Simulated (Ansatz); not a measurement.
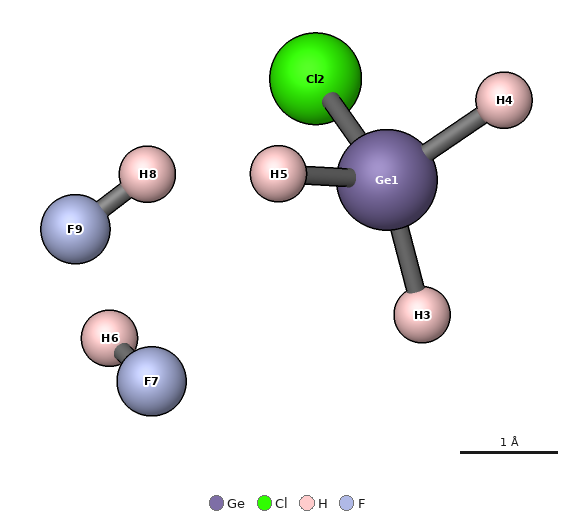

**Figure 1.** The structure (ball-and-stick view, seen at a tilt; atoms are numbered from 1 in the order of the input). Sticks mark near contacts.

Single-point calculation of GeH$_{5}$ClF$_{2}$

System: GeH$_{5}$ClF$_{2}$.
Method: RKS PBE0-D4/def2-TZVPP (Ansatz 0.2.0).

The geometry is the reactant side of a reaction. The reaction was set up to form Ge1–F7, H6–F9 and Cl2–H8 and to break Ge1–Cl2, H6–F7 and H8–F9 (atoms counted from 1 in the order of the input); sticks are drawn by distance alone. The geometry comes from this level: PBE0-D4/def2-TZVP.

## What the program printed
```
Functional definition: PBE0
  name "PBE0"
  cite "Adamo & Barone, J. Chem. Phys. 110, 6158 (1999) doi:10.1063/1.478522"
  cite "Perdew, Burke & Ernzerhof, Phys. Rev. Lett. 77, 3865 (1996) doi:10.1103/PhysRevLett.77.3865"
  parent pbe
  parameter a = 0.25
  parameter kappa = 0.804
  parameter beta = 0.06672455060314922
  exchange = (1 - a)*pbe_x(kappa = kappa, mu = beta*pi^2/3) + a*exact_x
  correlation = pbe_c(beta = beta)
1333 factors; their error is unknown
mean field evaluation 1: about -74541.0892 eV, gradient 4.6e1 eV
mean field evaluation 2: about -74539.0836 eV, gradient 6.2e1 eV
mean field evaluation 4: about -74543.7236 eV, gradient 1.3e0 eV
mean field evaluation 8: about -74544.0531 eV, gradient 2.3e-1 eV
mean field -74544.05313545 eV, -2739.4434249538 hartree, gradient 5.7e-5 eV, S^2 0.000000; 0 other end points of the search recorded, 0 dependent functions left out
reference -74544.05316221 eV, -2739.4434259372 hartree; 36, 36 occupied and 186, 186 virtual orbitals, 1333 factors
Total energy: -74544.17375879 eV, -2739.4478577797 hartree
```

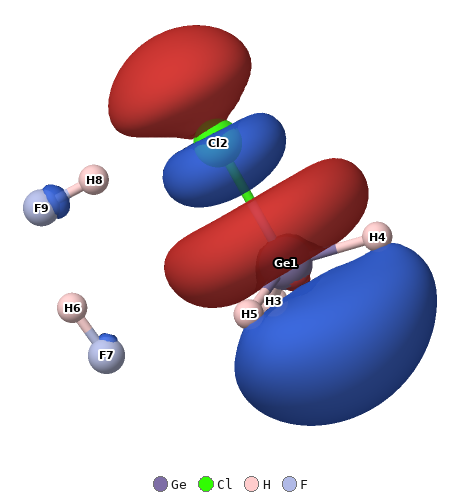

**Figure 2.** The LUMO at ±0.08 Å⁻³ᐟ² (red and blue are the two phases), seen face on. By Hirshfeld shares it lies mainly on Ge1 (55 %) and Cl2 (25 %). Its energy is −0.87 eV.

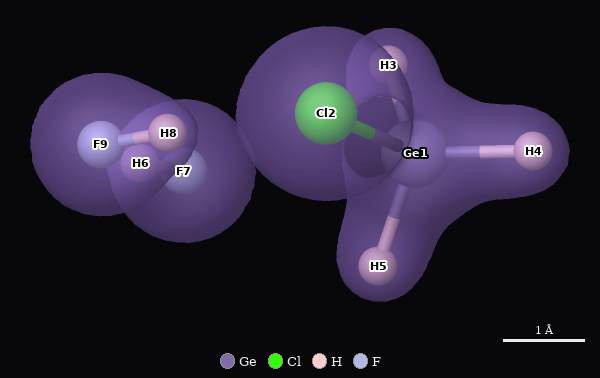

**Figure 3.** Isosurface of the electron density at 0.4 e/Å³ (purple), seen from the side. At this value the surface falls into three separate pieces. It is pinched off along the F···H (1.68 Å) contacts. On the grid the lowest density along these lines, outside the cores, is 0.27 e/Å³ (F···H, 1.68 Å), 0.64 e/Å³ (Ge–Cl, 2.20 Å), 2.4 e/Å³ (F–H, 0.94 Å) and 0.94 e/Å³ (Ge–H, 1.52 Å).

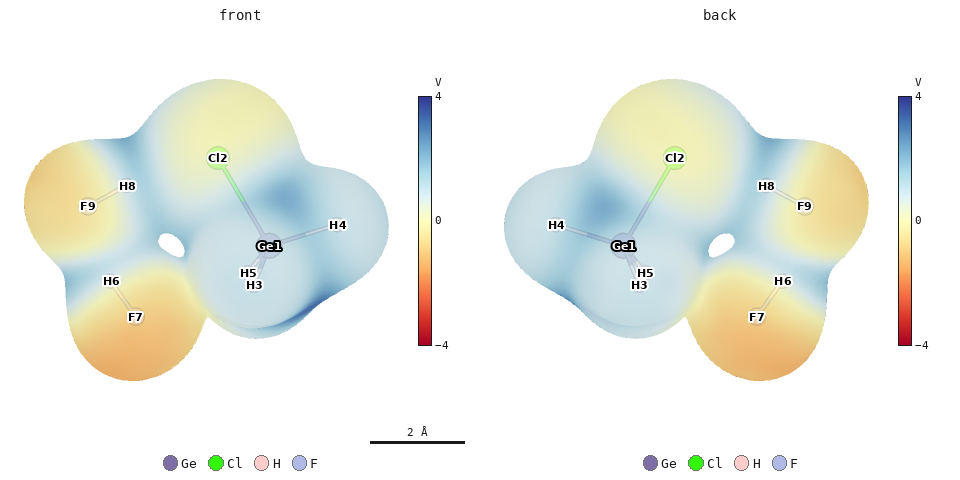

**Figure 4.** The molecular electrostatic potential painted on the density surface at 0.004 e/bohr³, seen face on and from behind; the colour scale runs from red (negative) to blue (positive).

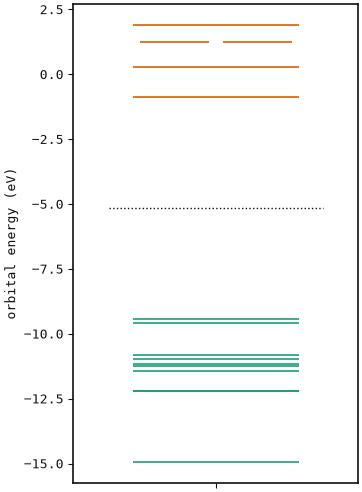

**Figure 5.** Orbital energies near the frontier; the dotted line parts filled from empty levels, and levels within 0.02 eV of each other stand side by side. Highest filled −9.43 eV, lowest empty −0.87 eV, 8.56 eV apart.

This output came from the following input.

## The input
```yaml
crystal:
  periodic: [false, false, false]
  atoms:
    - {symbol: Ge, position_ang: [-0.896429, -1.230985, -0.043014]}
    - {symbol: Cl, position_ang: [0.235890, -0.619818, 1.739742]}
    - {symbol: H, position_ang: [0.143329, -1.580469, -1.101273]}
    - {symbol: H, position_ang: [-1.681310, -2.451429, 0.446704]}
    - {symbol: H, position_ang: [-1.795691, -0.050242, -0.391028]}
    - {symbol: H, position_ang: [0.915130, 1.643040, -0.872854]}
    - {symbol: F, position_ang: [0.485437, 1.256618, -1.609911]}
    - {symbol: H, position_ang: [1.129821, 1.135757, 1.139265]}
    - {symbol: F, position_ang: [1.463822, 1.897527, 0.692370]}
basis:
  gaussian: {orbitals: def2-TZVPP}
hamiltonian: {xc: pbe0, dispersion: d4}
output: {orbitals: {seedname: orbitals}}
```

Launched with:
```bash
ansatz run in.yaml --threads 8 --pin off --events-out ev --progress --plain --max-ram 19148MiB
```

## Key numbers

| quantity | value |
| --- | --- |
| outcome | converged |
| total energy | −74544.1738 eV |
| mean-field energy | −74544.0532 eV |
| dispersion energy | −0.1206 eV |
| SCF solution under orbital rotations | stable |
| HOMO | −9.43 eV |
| LUMO | −0.87 eV |
| hardware | 8 threads of Arm Neoverse V2, 23 GiB of memory available, shared host |
| wall time | 1.4 s (CPU time 8.9 s) |
| peak memory | 0.58 GiB |
